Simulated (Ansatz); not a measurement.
TiNH4SClF2: several calculations on one system

Part 1: Relaxation

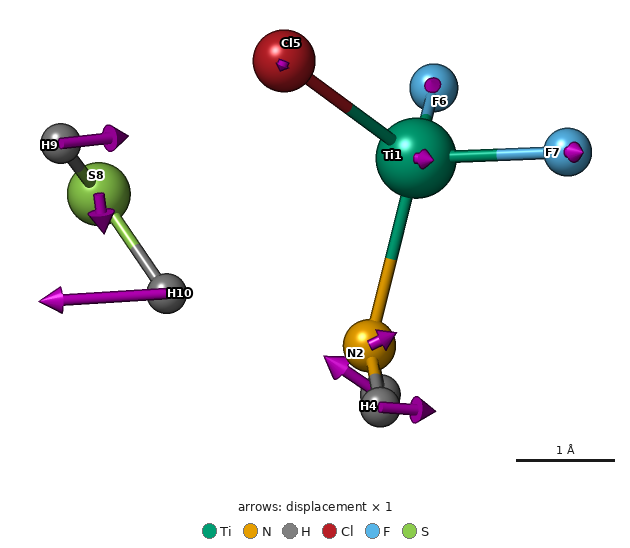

This is a relaxation of TiNH$_{4}$SClF$_{2}$. The starting structure is drawn; purple arrows show the displacements, at their true length. The two geometries are superimposed by the best rigid fit.

The picture is a ball-and-stick view, seen at a tilt.

The run prepares an end point of a later path (reaction) calculation, from a guessed geometry.

All numbers below come from RKS PBE0-D4/def2-SVP (Ansatz).

The input:
```yaml
crystal:
  periodic: [false, false, false]
  atoms:
    - { symbol: Ti, position_ang: [0.00114, -0.140969, 0.13669] }
    - { symbol: "N", position_ang: [-0.06208, -0.191191, 2.120448] }
    - { symbol: H, position_ang: [-0.773378, 0.321557, 2.639482] }
    - { symbol: H, position_ang: [0.227635, -1.026942, 2.626806] }
    - { symbol: Cl, position_ang: [2.082005, -0.250354, -0.552367] }
    - { symbol: F, position_ang: [-0.960387, 1.145854, -0.476719] }
    - { symbol: F, position_ang: [-0.724516, -1.60636, -0.419278] }
    - { symbol: S, position_ang: [1.529812, 2.808325, 1.521109] }
    - { symbol: H, position_ang: [2.646531, 2.215426, 1.038252] }
    - { symbol: H, position_ang: [1.196738, 1.681754, 2.250378] }
basis:
  gaussian: { orbitals: def2-SVP }
hamiltonian:
  xc: pbe0
  dispersion: d4
relax:
  f_tol: 0.03
  max_steps: 50
output:
  orbitals: {}
```

Launched with:
```bash
ansatz run input.yaml --threads 4 --pin off --max-ram 5120MiB --backend cpu --events-out ev --progress --plain --runs-dir out
```

Question: Atoms of which element are displaced furthest, and by how much?

Answer: Hydrogen: up to 1.34 Å, against 0.44 Å for sulfur.

Question: What happened in the run?

Answer: H10 moves most after the best rigid fit: 1.34 Å. Largest moves by element: H 1.34 Å, S 0.44 Å, N 0.32 Å, F 0.24 Å, Ti 0.23 Å, Cl 0.12 Å. Some distances before and after: Ti1–S8 3.599 → 3.886 Å, Ti1–N2 1.985 → 1.821 Å, S8–H10 1.383 → 1.351 Å, Ti1–Cl5 2.195 → 2.223 Å. Bond angles that change, for instance: Cl5–Ti1–F6 117.1° → 107.4°, Ti1–N2–H4 120.5° → 128.3°, F6–Ti1–F7 106.6° → 114.1°. After 16 accepted moves (17 points after the start) the energy has fallen by 32.3 kJ/mol. The largest force component goes from 2.3 to 0.018 eV/Å. The line search rejected the trial step at point 11 of the run.

Limits of the set-up: the start holds two separate molecules, 2.3 Å apart at their closest, whose relative position is a soft coordinate.

Part 2: Relaxation

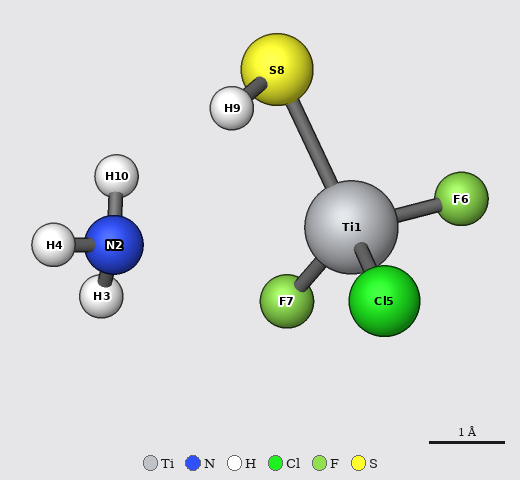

TiNH4SClF2, before the relaxation. The picture is a ball-and-stick view, seen at a tilt.

The run prepares an end point of a later path (reaction) calculation, from a guessed geometry.

Computed with RKS PBE0-D4/def2-SVP (Ansatz).

The input:
```yaml
crystal:
  periodic: [false, false, false]
  atoms:
    - { symbol: Ti, position_ang: [0.30477, 0.580831, -0.462794] }
    - { symbol: "N", position_ang: [0.509031, -0.087957, 2.710356] }
    - { symbol: H, position_ang: [-0.341152, -0.646717, 2.749746] }
    - { symbol: H, position_ang: [1.045977, -0.288888, 3.551331] }
    - { symbol: Cl, position_ang: [2.00495, -0.692238, -0.909297] }
    - { symbol: F, position_ang: [-0.260547, 1.256886, -1.931108] }
    - { symbol: F, position_ang: [-1.038146, -0.276425, 0.21006] }
    - { symbol: S, position_ang: [0.899588, 2.491872, 0.801562] }
    - { symbol: H, position_ang: [1.826911, 1.714536, 1.409664] }
    - { symbol: H, position_ang: [0.212117, 0.9052, 2.755279] }
basis:
  gaussian: { orbitals: def2-SVP }
hamiltonian:
  xc: pbe0
  dispersion: d4
relax:
  f_tol: 0.03
  max_steps: 50
```

Launched with:
```bash
ansatz run input.yaml --threads 4 --pin off --max-ram 5120MiB --backend cpu --events-out ev --progress --plain --runs-dir out
```

### What does the optimiser find from here?

H4 moves most after the best rigid fit: 1.11 Å. By element the largest moves are H 1.11 Å, Cl 0.96 Å, F 0.59 Å, N 0.51 Å, Ti 0.46 Å, S 0.34 Å. Among the contacts that change: Ti1–H4 4.174 → 2.857 Å, Ti1–N2 3.249 → 2.287 Å, Ti1–H3 3.499 → 2.749 Å, Ti1–H10 3.236 → 2.856 Å. New bonds form, among them: Ti1–N2 (3.25 → 2.29 Å). Among the angles between lasting bonds that change: Ti1–S8–H9 87.0° → 101.3°, F6–Ti1–S8 102.8° → 89.0°, Cl5–Ti1–S8 112.7° → 120.5°. Groups turn about Ti1–S8 by about 30°. Over 14 geometry steps the energy falls by 71.9 kJ/mol. Largest force component: 0.9 eV/Å at the start, 0.0057 eV/Å at the end.

The structure at the end:

```xyz
10

Ti    0.2823    0.5061   -0.0058
N     0.4858   -0.0263    2.2090
H     0.1405   -0.9829    2.3010
H     1.4477   -0.0262    2.5473
Cl    1.6019   -1.2663   -0.2522
F     0.1751    1.0720   -1.6378
F    -1.3912    0.1766    0.3580
S     1.1695    2.5553    0.6040
H     1.3276    2.3893    1.9337
H    -0.0757    0.5596    2.8276
```

The end point in the same view:

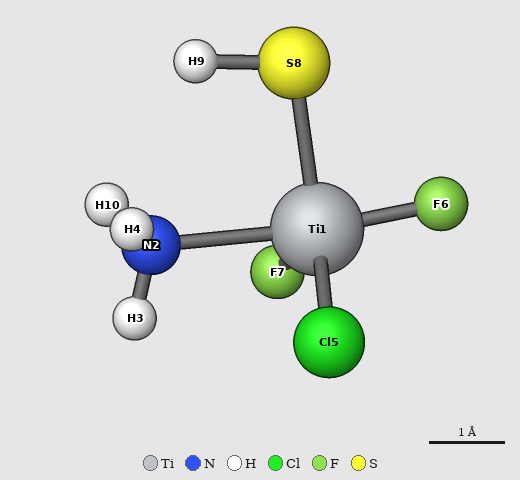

Limits of the set-up: the start holds two separate molecules, 2.3 Å apart at their closest, whose relative position is a soft coordinate.

Part 3: Path

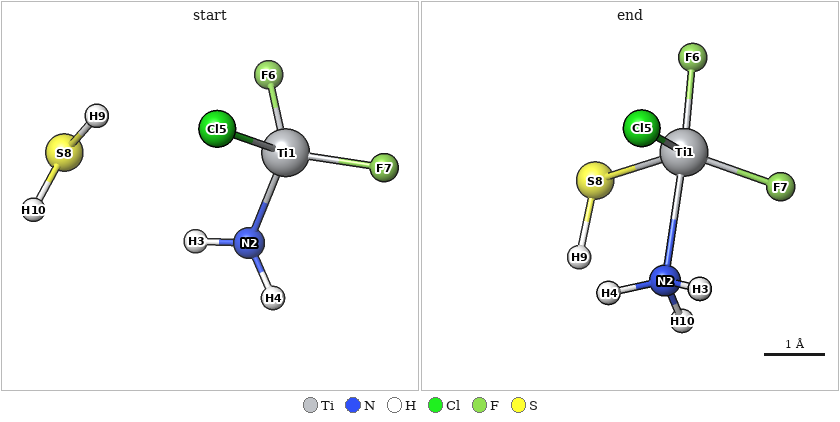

The two relaxed end points of a path for TiNH4SClF2, made up at the start of TiNH$_{2}$ClF$_{2}$ and H₂S. A ball-and-stick model, seen at a tilt.

These are results of RKS PBE0-D4/def2-SVP in Ansatz, not measurements.

Set-up: 5 movable images; climbing image; force threshold 0.05 eV/Å; iteration limit 60.

Start:
```xyz
10

Ti   -0.0514   -0.3565    0.0863
N    -0.2617   -0.3354    1.8950
H    -0.1184    0.5492    2.3900
H    -0.4410   -1.1188    2.5182
Cl    2.1141   -0.2379   -0.4000
F    -0.8088    1.0606   -0.5728
F    -0.7150   -1.8457   -0.4938
S     1.3172    2.7806    1.9264
H     1.8390    2.1942    0.8247
H     2.2894    2.2669    2.7110
```

End:
```xyz
10

Ti    0.2158    0.4310    0.0124
N     0.5871    0.0361    2.2342
H     0.3090   -0.9327    2.3979
H     1.5660    0.1125    2.5096
Cl    1.6269   -1.2706   -0.2259
F    -0.0261    0.8976   -1.6365
F    -1.4083    0.0232    0.4997
S     1.0078    2.5603    0.4567
H     1.2568    2.4785    1.7803
H     0.0286    0.6211    2.8563
```

**Predict the minimum-energy path and its barrier.**

The energy climbs by 53.5 kJ/mol to image 3 and then falls by 127.6 kJ/mol, so the end point sits at −74.1 kJ/mol. Breaking: S8–H10 (1.35 → 1.55 at the top → 3.24 Å). Forming: N2–H10 (3.73 → 1.43 at the top → 1.02 Å), Ti1–S8 (3.89 → 2.76 at the top → 2.31 Å). The band is converged. At the top, the vibrational analysis gives one imaginary mode (935i cm⁻¹), as a transition state must have.

Energies of the converged images:

| image | path (Å) | E (kJ/mol) |
| --- | --- | --- |
| 0 | 0.00 | 0.0 |
| 1 | 1.38 | 6.5 |
| 2 | 2.75 | 14.8 |
| 3 | 4.13 | 53.5 |
| 4 | 5.53 | -43.7 |
| 5 | 6.92 | -65.2 |
| 6 | 8.32 | -74.1 |

The geometry at the top of the path:

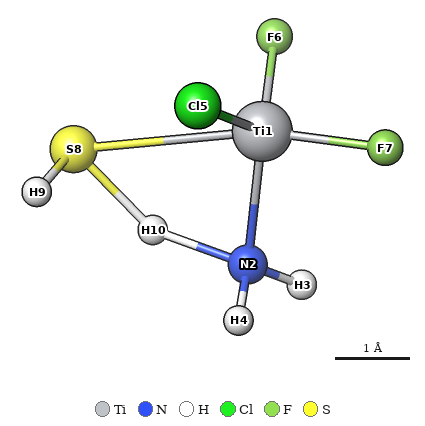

Limits of the set-up: the start holds two separate molecules, 2.7 Å apart at their closest, whose relative position is a soft coordinate.

The run took 4.9 min on 4 threads of Arm Neoverse V2, on a shared host, peak memory 0.26 GiB.
